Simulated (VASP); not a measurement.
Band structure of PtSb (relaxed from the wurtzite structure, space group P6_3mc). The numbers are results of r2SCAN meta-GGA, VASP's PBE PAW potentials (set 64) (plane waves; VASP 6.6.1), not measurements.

Unless said otherwise, spin-orbit coupling is left out, though it shifts the bands of the heavy elements here.

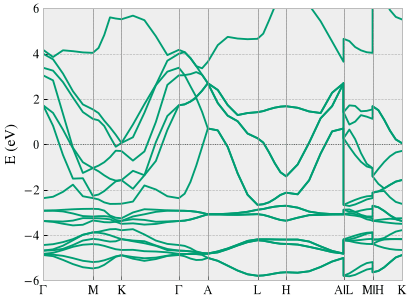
Bands along high-symmetry lines, zero at the valence-band maximum or, without a gap, the Fermi level

Question: Read the plot: is there a gap, and where are the band edges?

Answer: It has no gap at this level: it comes out as a metal or semimetal.

The structure was generated: PtSb was put into the wurtzite type (P6_3mc), which need not be its known phase. It was relaxed first, which changed the volume by -18 %.
